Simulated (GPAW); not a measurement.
# TiO2 (Anatase, I4_1/amd): the O K absorption edge, part 3 of 4

Aim: the dependence of the O K near-edge features of TiO2 (Anatase, I4_1/amd) on volume.

GPAW 26.7.0; X-ray absorption from dipole matrix elements to empty bands, plane-wave PAW revPBE.

So far. Step 4 (Spectrum with FCH, O atom 3): The hole costs E(hole) − E(ground) = 531.84 eV, and the lowest empty level of the hole cell on the spectrum's mesh lies at 6.29 eV, which puts the zero at 538.13 eV. One term is added: -8.91 eV, since the hole is spin-paired here and a spin-polarised one costs that much less in the free atom (computed apart). The photon energy is then 529.22 eV. The functional and the charged cell's background leave an error of a few eV in such absolute values.

### 7. Supercell without a hole, the energy reference

Level of this step: plane-wave PAW DFT, revPBE, self-consistent field (GPAW).

The cell changes for the next run, so it gets a reference energy of its own.

The cell differs from the one that the last finished run ended in (a 5.242 → 5.298 Å, b 5.242 → 5.298 Å, c 5.347 → 5.403 Å).

The input, scf.py:

```python
import numpy as np
from ase import Atoms
from ase.parallel import parprint, paropen
from gpaw import GPAW, PW, FermiDirac, Mixer, MixerDif, setup_paths
from gpaw.test import gen
setup_paths.insert(0, '.')
gen('O', name='nch1s', xcname='revPBE', corehole=(1, 0, 0), write_xml=True)
from gpaw.mpi import world
world.barrier()

atoms = Atoms('Ti4O8',
    cell=[[3.74597314, -3.74597314, 0],
     [3.74597314, 3.74597314, 0],
     [-1.87298657, 1.87298657, 4.70924318]],
    scaled_positions=[[0, 0.25, 0.5],
     [0.5, 0.75, 0.5],
     [0, 0, 0],
     [0.5, 0.5, 0],
     [0.7919, 0, 0.5838],
     [0.2919, 0.5, 0.5838],
     [0.7919, 0.25, 0.0838],
     [0.2919, 0.75, 0.0838],
     [0.2081, 0.25, 0.9162],
     [0.7081, 0.75, 0.9162],
     [0.2081, 0, 0.4162],
     [0.7081, 0.5, 0.4162]],
    pbc=True)
atoms.calc = calc = GPAW(legacy_gpaw=True, mode=PW(500, force_complex_dtype=True), xc='revPBE', setups={4: 'nch1s'},
    kpts={'size': (4, 3, 4), 'gamma': True}, occupations=FermiDirac(0.02),
    charge=0, mixer=Mixer(0.1, 5, 50), maxiter=150,
    convergence={'density': 0.0001, 'eigenstates': 1e-6}, txt='scf.txt')
energy = atoms.get_potential_energy() + calc.get_reference_energy()
ef = calc.get_fermi_level()
out = dict(energy=energy, fermi=ef, forces=atoms.get_forces().tolist())
parprint(f'all-electron energy {energy:.4f} eV, Fermi level {ef:.4f} eV')
ev = np.array([[calc.get_eigenvalues(k, s) for k in range(len(calc.get_ibz_k_points()))] for s in range(calc.get_number_of_spins())])
out['homo'], out['lumo'], out['counts'] = ev[ev < ef].max(), ev[ev > ef].min(), sorted(set((ev < ef).sum((0, 2)).tolist()))
out['filled'] = (ev[:, 0] < ef).sum(1).tolist()
import json
with paropen('out.json', 'w') as f:
    json.dump(out, f)
```

Run with:

```bash
$ OMP_NUM_THREADS=1 mpirun -n 4 gpaw python scf.py
```

Numbers of over 12 decimals in the logs are rounded to 6 here.

Output:

```text
Input parameters:
  convergence: {density: 0.0001,
                eigenstates: 1e-06}
  kpts: {gamma: True,
         size: (4, 3, 4)}
  maxiter: 150
  mixer: {backend: pulay,
          beta: 0.1,
          method: separate,
          nmaxold: 5,
          weight: 50}
  mode: {ecut: 500.0,
         force_complex_dtype: True,
         name: pw}
  occupations: {fixmagmom: False,
                name: fermi-dirac,
[...]
2s(2) :    -0.881898     1.082464
*s    :     0.118102
2p(4) :    -0.329595     0.879738
*p    :     0.670405
*d    :     0.000000
--------------------------------

Diagonalizing with gridspacing h=0.050

state   all-electron     PAW
-------------------------------
2s:      -0.881898    -0.883008
2p:      -0.329595    -0.333354
*d:                    0.048653
*f:                    0.076486
-------------------------------
all-electron energy -109346.0850 eV, Fermi level 5.1297 eV
[key lines of the parts left out:]
Converged after 26 iterations.
Dipole moment: (0.000000, -0.000000, -0.000000) |e|*Ang
Free energy:    -96.584126
Fermi level: 5.12972
```

Wall time 55 s (4 MPI ranks of Arm Neoverse V1, shared host); peak memory 0.28 GiB.

Reference energy: -109346.085 eV with the cores included.

### 8. Spectrum with FCH, O atom 3

Shorter bonds are expected to push antibonding states and scattering resonances up, and longer ones down; the cell is scaled to test that.

Changed against the first core-hole run: volume scale from 1 to 0.97.

The input, xas.py:

```python
import numpy as np
from ase import Atoms
from ase.parallel import parprint, paropen
from gpaw import GPAW, PW, FermiDirac, Mixer, MixerDif, setup_paths
from gpaw.test import gen
setup_paths.insert(0, '.')
gen('O', name='fch1s', xcname='revPBE', corehole=(1, 0, 1), write_xml=True)
from gpaw.mpi import world
world.barrier()

atoms = Atoms('Ti4O8',
    cell=[[3.74597314, -3.74597314, 0],
     [3.74597314, 3.74597314, 0],
     [-1.87298657, 1.87298657, 4.70924318]],
    scaled_positions=[[0, 0.25, 0.5],
     [0.5, 0.75, 0.5],
     [0, 0, 0],
     [0.5, 0.5, 0],
     [0.7919, 0, 0.5838],
     [0.2919, 0.5, 0.5838],
     [0.7919, 0.25, 0.0838],
     [0.2919, 0.75, 0.0838],
     [0.2081, 0.25, 0.9162],
     [0.7081, 0.75, 0.9162],
     [0.2081, 0, 0.4162],
     [0.7081, 0.5, 0.4162]],
    pbc=True)
atoms.calc = calc = GPAW(legacy_gpaw=True, mode=PW(500, force_complex_dtype=True), xc='revPBE', setups={4: 'fch1s'},
    kpts={'size': (4, 3, 4), 'gamma': True}, occupations=FermiDirac(0.02),
    charge=0, mixer=Mixer(0.1, 5, 50), maxiter=150,
    convergence={'density': 0.0001, 'eigenstates': 1e-6}, txt='scf.txt')
energy = atoms.get_potential_energy() + calc.get_reference_energy()
ef = calc.get_fermi_level()
out = dict(energy=energy, fermi=ef, forces=atoms.get_forces().tolist())
parprint(f'all-electron energy {energy:.4f} eV, Fermi level {ef:.4f} eV')
ev = np.array([[calc.get_eigenvalues(k, s) for k in range(len(calc.get_ibz_k_points()))] for s in range(calc.get_number_of_spins())])
out['homo'], out['lumo'], out['counts'] = ev[ev < ef].max(), ev[ev > ef].min(), sorted(set((ev < ef).sum((0, 2)).tolist()))
out['filled'] = (ev[:, 0] < ef).sum(1).tolist()

from ase.units import Ha
from gpaw.xas import dipole_matrix_elements
nb = int(calc.get_number_of_electrons() / 2) + 102
top, nb = nb, nb + 8 + nb // 12
nscf = calc.fixed_density(kpts={'size': (5, 5, 5), 'gamma': True}, nbands=nb,
    convergence={'bands': top, 'eigenstates': 5e-3}, maxiter=60, txt='nscf.txt')
cell = atoms.cell.array
ops = [cell.T @ U.T @ np.linalg.inv(cell.T) for U in nscf.wfs.kd.symmetry.op_scc]
filled = [48]  # bands filled in the ground state, by spin
E = np.arange(-6, 34, 0.1)
fwhm = np.interp(E, [4, 25], [0.9, 3.5])
Y, X, zero, highest = 0, 0, 1e9, 1e9
for spin in range(nscf.get_number_of_spins()):
    wfs = nscf.wfs
    mine = wfs.bd.get_slice()  # this rank's bands
    A = dipole_matrix_elements(wfs.setups[4])
    eps = np.zeros((wfs.kd.nibzkpts, nb))
    d = np.zeros((3, A.shape[1], wfs.kd.nibzkpts, nb), complex)
    for kpt in wfs.kpt_u:
        if kpt.s == spin and 4 in kpt.P_ani:
            eps[kpt.k, mine] = kpt.eps_n * Ha
            d[:, :, kpt.k, mine] = (kpt.weight * wfs.nspins / 2) ** 0.5 * np.inner(A, kpt.P_ani[4])
    world.sum(eps)
    world.sum(d)
    T = np.einsum('amkn,bmkn->abkn', d, d.conj()).real
    T = sum(np.einsum('ai,ijkn,bj->abkn', R, T, R) for R in ops) / len(ops)
    empty = np.ones_like(eps, bool) & (np.arange(nb) >= filled[spin])
    zero, highest = min(zero, eps[empty].min()), min(highest, eps[:, top - 1].min())
    lines = [(eps, T, empty)] if spin == 0 else lines + [(eps, T, empty)]
for eps, T, empty in lines:
    f = np.einsum('aakn->akn', T).reshape(3, -1)
    x = eps.ravel() - zero
    w = np.interp(x, E, fwhm) / 2.35482
    g = np.exp(-0.5 * ((E[:, None] - x) / w) ** 2) / (w * (2 * np.pi) ** 0.5)
    Y = Y + (f * empty.ravel()) @ g.T
    X = X + (f * ~empty.ravel()) @ g.T
out.update(E=E.round(2).tolist(), xas=Y.tolist(), xes=X.tolist(), zero=zero, valid=highest - zero, nk=len(eps), nb=nb)
for i in range(0, len(E), 10):
    parprint(f'{E[i]:7.2f}', *(f'{v:10.3e}' for v in Y[:, i]))
import json
with paropen('out.json', 'w') as f:
    json.dump(out, f)
```

Run with:

```bash
$ OMP_NUM_THREADS=1 mpirun -n 4 gpaw python xas.py
```

Output:

```text
Input parameters:
  convergence: {density: 0.0001,
                eigenstates: 1e-06}
  kpts: {gamma: True,
         size: (4, 3, 4)}
  maxiter: 150
  mixer: {backend: pulay,
          beta: 0.1,
          method: separate,
          nmaxold: 5,
          weight: 50}
  mode: {ecut: 500.0,
         force_complex_dtype: True,
         name: pw}
  occupations: {fixmagmom: False,
                name: fermi-dirac,
[...]
*p    :    -0.060364
*d    :     0.000000
--------------------------------

Diagonalizing with gridspacing h=0.050

state   all-electron     PAW
-------------------------------
2s:      -1.610682    -1.612130
2p:      -1.060364    -1.066633
*d:                   -0.064109
*f:                   -0.013753
-------------------------------
all-electron energy -108814.5510 eV, Fermi level 5.2948 eV
[...]
32.00  4.252e-05  4.197e-05  6.157e-05
  33.00  4.834e-05  4.676e-05  6.912e-05
[key lines of the parts left out:]
Converged after 18 iterations.
Dipole moment: (0.176110, -0.176110, 0.036807) |e|*Ang
Free energy:   -120.151955
Fermi level: 5.29477
```

The job ended after 2.3 min (4 MPI ranks; peak memory 0.46 GiB).

| E (eV) | first run | this run |
| --- | --- | --- |
| -2.0 | 0.00 | 0.00 |
| -1.0 | 0.00 | 0.00 |
| 0.0 | 0.08 | 0.06 |
| 1.0 | 1.77 | 1.65 |
| 2.0 | 0.89 | 1.03 |
| 3.0 | 1.26 | 0.83 |
| 4.0 | 2.07 | 2.16 |
| 5.0 | 0.85 | 1.19 |
| 6.0 | 0.07 | 0.13 |
| 7.0 | 0.16 | 0.15 |
| 8.0 | 0.43 | 0.40 |
| 9.0 | 0.85 | 0.82 |
| 10.0 | 1.07 | 1.06 |
| 11.0 | 0.93 | 0.91 |
| 12.0 | 0.82 | 0.76 |
| 13.0 | 1.06 | 0.93 |
| 14.0 | 1.53 | 1.34 |
| 15.0 | 1.88 | 1.78 |
| 16.0 | 1.64 | 1.77 |
| 17.0 | 1.05 | 1.26 |
| 18.0 | 0.65 | 0.75 |
| 19.0 | 0.58 | 0.57 |
| 20.0 | 0.72 | 0.66 |
| 21.0 | 0.89 | 0.84 |
| 22.0 | 0.97 | 0.96 |
| 23.0 | 0.92 | 0.94 |
| 24.0 | 0.82 | 0.85 |
| 25.0 | 0.72 | 0.76 |
| 26.0 | 0.63 | 0.66 |
| 27.0 | 0.58 | 0.59 |
| 28.0 | 0.60 | 0.58 |
| 29.0 | 0.67 | 0.62 |
| 30.0 | 0.76 | 0.70 |
| 31.0 | 0.86 | 0.79 |
| 32.0 | 0.96 | 0.87 |

Against the first run the r.m.s. difference is 12 %. The highest intensity below 16 eV goes from 3.7 eV (2.16) to 3.8 eV (2.18).

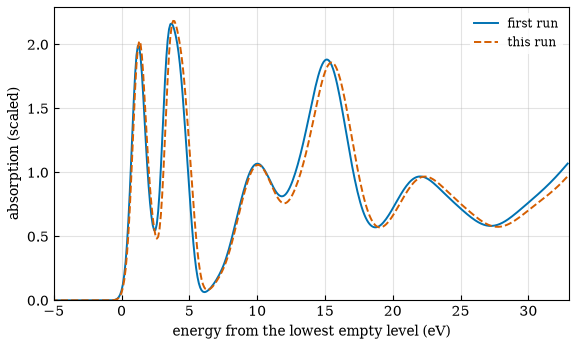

The effect of the change (volume scale from 1 to 0.97).

The photon energy of the zero moves by +0.07 eV.

### 9. Supercell without a hole, the energy reference

The cell changes for the next run, so it gets a reference energy of its own.

The cell differs from the one that the last finished run ended in (a 5.298 → 5.405 Å, b 5.298 → 5.405 Å, c 5.403 → 5.512 Å).

scf.py: that of step 7 with these lines changed.

```diff
@@ -11,5 +11,5 @@
 atoms = Atoms('Ti4O8',
-    cell=[[3.74597314, -3.74597314, 0],
-     [3.74597314, 3.74597314, 0],
-     [-1.87298657, 1.87298657, 4.70924318]],
+    cell=[[3.82166976, -3.82166976, 0],
+     [3.82166976, 3.82166976, 0],
+     [-1.91083488, 1.91083488, 4.80440504]],
     scaled_positions=[[0, 0.25, 0.5],
```

Run with:

```bash
$ OMP_NUM_THREADS=1 mpirun -n 4 gpaw python scf.py
```

Output:

```text
Input parameters:
  convergence: {density: 0.0001,
                eigenstates: 1e-06}
  kpts: {gamma: True,
         size: (4, 3, 4)}
  maxiter: 150
  mixer: {backend: pulay,
          beta: 0.1,
          method: separate,
          nmaxold: 5,
          weight: 50}
  mode: {ecut: 500.0,
         force_complex_dtype: True,
         name: pw}
  occupations: {fixmagmom: False,
                name: fermi-dirac,
[...]
warnings.warn('Using symmetrized grid: ({},{},{}).\n'.format(*N_c))
<dir> UserWarning: Using symmetrized grid: (30,28,30).

  warnings.warn('Using symmetrized grid: ({},{},{}).\n'.format(*N_c))
<dir> UserWarning: Using symmetrized grid: (30,28,30).

  warnings.warn('Using symmetrized grid: ({},{},{}).\n'.format(*N_c))
<dir> UserWarning: Using symmetrized grid: (30,28,30).

  warnings.warn('Using symmetrized grid: ({},{},{}).\n'.format(*N_c))
all-electron energy -109346.6421 eV, Fermi level 4.6060 eV
[key lines of the parts left out:]
Converged after 26 iterations.
Dipole moment: (-0.000000, 0.000000, 0.000000) |e|*Ang
Free energy:    -97.141266
Fermi level: 4.60595
```

Elapsed: 63 s, on 4 MPI ranks; peak memory 0.28 GiB; 4.2 min of CPU time.

Reference energy: -109346.642 eV with the cores included.

### 10. Spectrum with FCH, O atom 3

Shorter bonds are expected to push antibonding states and scattering resonances up, and longer ones down; the cell is scaled to test that.

Changed against the first core-hole run: volume scale from 1 to 1.03.

xas.py: that of step 8 with these lines changed.

```diff
@@ -11,5 +11,5 @@
 atoms = Atoms('Ti4O8',
-    cell=[[3.74597314, -3.74597314, 0],
-     [3.74597314, 3.74597314, 0],
-     [-1.87298657, 1.87298657, 4.70924318]],
+    cell=[[3.82166976, -3.82166976, 0],
+     [3.82166976, 3.82166976, 0],
+     [-1.91083488, 1.91083488, 4.80440504]],
     scaled_positions=[[0, 0.25, 0.5],
@@ -41,3 +41,3 @@
 from gpaw.xas import dipole_matrix_elements
-nb = int(calc.get_number_of_electrons() / 2) + 102
+nb = int(calc.get_number_of_electrons() / 2) + 106
 top, nb = nb, nb + 8 + nb // 12
```

Run with:

```bash
$ OMP_NUM_THREADS=1 mpirun -n 4 gpaw python xas.py
```

Output:

```text
Input parameters:
  convergence: {density: 0.0001,
                eigenstates: 1e-06}
  kpts: {gamma: True,
         size: (4, 3, 4)}
  maxiter: 150
  mixer: {backend: pulay,
          beta: 0.1,
          method: separate,
          nmaxold: 5,
          weight: 50}
  mode: {ecut: 500.0,
         force_complex_dtype: True,
         name: pw}
  occupations: {fixmagmom: False,
                name: fermi-dirac,
[...]
warnings.warn('Using symmetrized grid: ({},{},{}).\n'.format(*N_c))
<dir> UserWarning: Initial realspace grid (28,28,30) inconsistent with symmetries.
  warnings.warn(
<dir> UserWarning: Using symmetrized grid: (30,28,30).

  warnings.warn('Using symmetrized grid: ({},{},{}).\n'.format(*N_c))
all-electron energy -108814.5161 eV, Fermi level 4.7475 eV
[...]
32.00  5.161e-05  5.018e-05  7.279e-05
  33.00  5.850e-05  6.028e-05  7.451e-05
[key lines of the parts left out:]
Converged after 18 iterations.
Dipole moment: (0.179281, -0.179281, 0.039078) |e|*Ang
Free energy:   -120.117139
Fermi level: 4.74752
```

Wall time 2.6 min (4 MPI ranks); peak memory 0.47 GiB; 10 min of CPU time.

| E (eV) | first run | this run |
| --- | --- | --- |
| -2.0 | 0.00 | 0.00 |
| -1.0 | 0.00 | 0.00 |
| 0.0 | 0.08 | 0.10 |
| 1.0 | 1.77 | 1.84 |
| 2.0 | 0.89 | 0.78 |
| 3.0 | 1.26 | 1.66 |
| 4.0 | 2.07 | 1.95 |
| 5.0 | 0.85 | 0.54 |
| 6.0 | 0.07 | 0.05 |
| 7.0 | 0.16 | 0.18 |
| 8.0 | 0.43 | 0.47 |
| 9.0 | 0.85 | 0.89 |
| 10.0 | 1.07 | 1.08 |
| 11.0 | 0.93 | 0.94 |
| 12.0 | 0.82 | 0.89 |
| 13.0 | 1.06 | 1.21 |
| 14.0 | 1.53 | 1.70 |
| 15.0 | 1.88 | 1.89 |
| 16.0 | 1.64 | 1.45 |
| 17.0 | 1.05 | 0.88 |
| 18.0 | 0.65 | 0.60 |
| 19.0 | 0.58 | 0.61 |
| 20.0 | 0.72 | 0.78 |
| 21.0 | 0.89 | 0.93 |
| 22.0 | 0.97 | 0.96 |
| 23.0 | 0.92 | 0.88 |
| 24.0 | 0.82 | 0.78 |
| 25.0 | 0.72 | 0.68 |
| 26.0 | 0.63 | 0.61 |
| 27.0 | 0.58 | 0.59 |
| 28.0 | 0.60 | 0.64 |
| 29.0 | 0.67 | 0.73 |
| 30.0 | 0.76 | 0.83 |
| 31.0 | 0.86 | 0.94 |
| 32.0 | 0.96 | 1.05 |

The scaled spectrum changes by 11 % r.m.s. The highest intensity below 16 eV goes from 3.7 eV (2.16) to 3.5 eV (2.14).

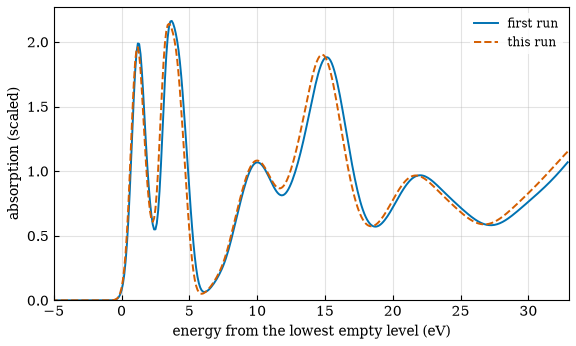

The effect of the change (volume scale from 1 to 1.03).

The photon energy of the zero moves by -0.07 eV.

### 11. Supercell without a hole, the energy reference

The cell changes for the next run, so it gets a reference energy of its own.

The cell differs from the one that the last finished run ended in (a 5.405 → 5.457 Å, b 5.405 → 5.457 Å, c 5.512 → 5.565 Å).

scf.py: that of step 9 with these lines changed.

```diff
@@ -11,5 +11,5 @@
 atoms = Atoms('Ti4O8',
-    cell=[[3.82166976, -3.82166976, 0],
-     [3.82166976, 3.82166976, 0],
-     [-1.91083488, 1.91083488, 4.80440504]],
+    cell=[[3.85841884, -3.85841884, 0],
+     [3.85841884, 3.85841884, 0],
+     [-1.92920942, 1.92920942, 4.85060408]],
     scaled_positions=[[0, 0.25, 0.5],
```

Run with:

```bash
$ OMP_NUM_THREADS=1 mpirun -n 4 gpaw python scf.py
```

Output:

```text
Input parameters:
  convergence: {density: 0.0001,
                eigenstates: 1e-06}
  kpts: {gamma: True,
         size: (4, 3, 4)}
  maxiter: 150
  mixer: {backend: pulay,
          beta: 0.1,
          method: separate,
          nmaxold: 5,
          weight: 50}
  mode: {ecut: 500.0,
         force_complex_dtype: True,
         name: pw}
  occupations: {fixmagmom: False,
                name: fermi-dirac,
[...]
2s(2) :    -0.881898     1.082464
*s    :     0.118102
2p(4) :    -0.329595     0.879738
*p    :     0.670405
*d    :     0.000000
--------------------------------

Diagonalizing with gridspacing h=0.050

state   all-electron     PAW
-------------------------------
2s:      -0.881898    -0.883008
2p:      -0.329595    -0.333354
*d:                    0.048653
*f:                    0.076486
-------------------------------
all-electron energy -109346.6668 eV, Fermi level 4.3557 eV
[key lines of the parts left out:]
Converged after 20 iterations.
Dipole moment: (-0.000000, 0.000000, 0.000000) |e|*Ang
Free energy:    -97.165932
Fermi level: 4.35570
```

The job ended after 52 s (4 MPI ranks; peak memory 0.29 GiB; 3.4 min of CPU time).

Reference energy: -109346.667 eV with the cores included.

(Part 3 of 4 ends here.)

[Banner, clock and machine lines of the logs are left out without a mark of their own.]

[Logs are printed without paths, hosts, clocks, repeated set-up lines and the standing remarks that a program may print on its own settings, such as how far it seeks lower states.]

[Hosts, paths, dates, database ids (printed as entryN), source tags and the programs' standing remarks are cut or masked in the printed files.]

[Lists of maxima count a maximum above −3 eV only where it reaches 4 % of the highest in the window and stands out from its surroundings by 2 % of it (1.5 % where it reaches 55 %); shoulders and weaker maxima are passed over, and of the rest the first, up to two pre-edge ones and the few strongest are named.]
